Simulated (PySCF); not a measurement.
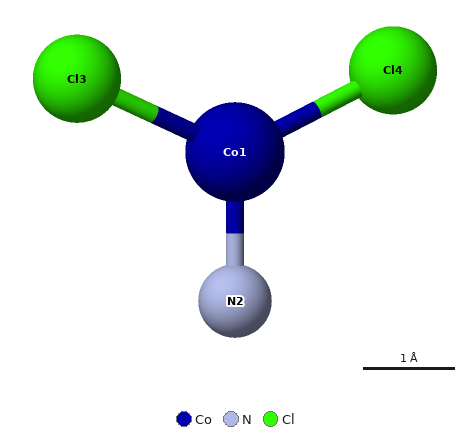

*The structure (ball-and-stick view, seen at a tilt; atoms are numbered from 1 in the order of the input). Sticks mark near contacts.*

Bond lengths as drawn: Cl–Co 2.08 Å and Co–N 1.64 Å.

CoNCl$_{2}$: frequency calculation

CoNCl$_{2}$, computed with UKS-based PBE0, Co def2-TZVP, N def2-TZVP, Cl def2-TZVP; non-relativistic Hamiltonian; density fitting (PySCF 2.14.0).

What the program printed
```
init E= -2357.33751817122
  alpha nocc = 34  HOMO = -0.3109429215485  LUMO = -0.180933349675804
  beta  nocc = 34  HOMO = -0.325099686399505  LUMO = -0.180933349675804
  HOMO = -0.310942921548  LUMO = -0.180933349676  gap/eV = 3.53774
cycle= 1 E= -2357.33751817115  delta_E= 6.78e-11  |g|= 2.06e-05  |ddm|= 1.13e-05
  alpha nocc = 34  HOMO = -0.310938661830368  LUMO = -0.180930654905563
  beta  nocc = 34  HOMO = -0.32509719713122  LUMO = -0.180930654905563
  HOMO = -0.31093866183  LUMO = -0.180930654906  gap/eV = 3.53770
cycle= 2 E= -2357.3375181688  delta_E= 2.35e-09  |g|= 0.000103  |ddm|= 3.8e-05
  alpha nocc = 34  HOMO = -0.310942273386973  LUMO = -0.180932751525485
  beta  nocc = 34  HOMO = -0.325099348841842  LUMO = -0.180932751525485
  HOMO = -0.310942273387  LUMO = -0.180932751525  gap/eV = 3.53774
cycle= 3 E= -2357.33751817128  delta_E= -2.48e-09  |g|= 2.49e-06  |ddm|= 3.15e-05
  alpha nocc = 34  HOMO = -0.310942209192768  LUMO = -0.180932894079391
  beta  nocc = 34  HOMO = -0.325099267582225  LUMO = -0.180932894079391
  HOMO = -0.310942209193  LUMO = -0.180932894079  gap/eV = 3.53773
cycle= 4 E= -2357.33751817128  delta_E= -5e-12  |g|= 1.93e-06  |ddm|= 3.53e-06
  alpha nocc = 34  HOMO = -0.310942253888016  LUMO = -0.180932726287348
  beta  nocc = 34  HOMO = -0.325099341608927  LUMO = -0.180932726287348
  HOMO = -0.310942253888  LUMO = -0.180932726287  gap/eV = 3.53774
Extra cycle  E= -2357.33751817131  delta_E= -2.27e-11  |g|= 2.06e-06  |ddm|= 6.97e-06
converged SCF energy = -2357.33751817131  <S^2> = 1.6464922  2S+1 = 2.7542638
```

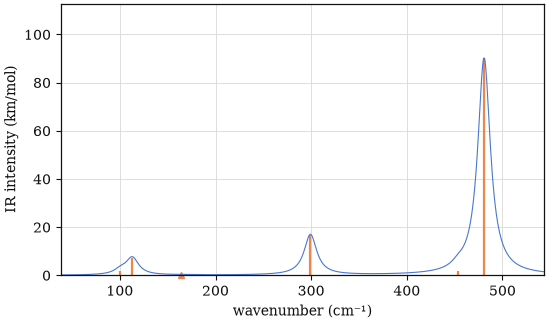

*Harmonic infrared spectrum, unscaled: sticks (degenerate modes added up, dark ones marked on the axis) with a Lorentzian envelope of 16 cm⁻¹ full width, scaled to the tallest stick.*

6 modes from 101 to 481 cm⁻¹, none imaginary. The strongest line is at 481 cm⁻¹ (90 km/mol). All modes, in cm⁻¹ (km/mol): 101 (1.8), 113 (7.2), 164 (0.1), 299 (16.9), 453 (1.7), 481 (90).

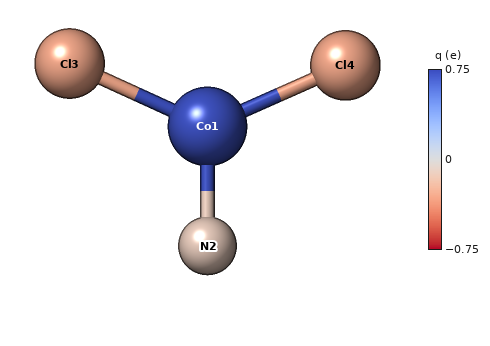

*Mulliken charges, as the colour of each atom (ball-and-stick view, seen on its broad side; atoms are numbered from 1 in the order of the input).*

By element: Co +0.72, N −0.11 and Cl −0.30 e.

The run was set up as follows.

Input file
```python
from pyscf import gto, scf, dft
mol = gto.M(atom='''
Co    -0.208136     0.000097    -0.150645
N     -1.539574     0.000719    -1.114317
Cl    -0.631174    -0.000230     1.890318
Cl     1.598460    -0.000222    -1.190213''',
    basis={'Co': 'def2-TZVP', 'N': 'def2-TZVP', 'Cl': 'def2-TZVP'},
    charge=0, spin=0)
mf = dft.UKS(mol, xc='PBE0')
mf.grids.atom_grid = (75, 302)
aux = {'Co': 'def2-universal-JKFIT', 'N': 'def2-universal-JKFIT', 'Cl': 'def2-universal-JKFIT'}
mf = mf.density_fit(auxbasis=aux)
mf.conv_tol = 1e-09
mf.diis_space = 10
mf.max_cycle = 60
mf.verbose = 4
mf.kernel()
```

The script is an equivalent of the set-up of the self-consistent field. The run itself was carried out by a driver, which started from the orbitals of the step before it where there was one and computed the further properties.

Launched with:
```bash
OMP_NUM_THREADS=4 python axn.py task.json out
```

Results in brief

```csv
quantity,value
outcome,converged
total energy,−2357.337518 hartree
⟨S²⟩,1.646
HOMO,−8.46 eV
LUMO,−4.92 eV
zero-point energy,0.003671 hartree
dipole moment,1.50 D
"wavenumbers, lowest and highest",101 and 481 cm⁻¹
hardware,"4 threads of Arm Neoverse V1, 24 GiB of memory available, shared host"
wall time,1.8 min (CPU time 5.9 min)
peak memory,1.8 GiB
```

Remarks

Checks after the run noted: spin contamination. ⟨S²⟩ is 1.65 against 0.00 for a pure state: the solution is spin-contaminated.
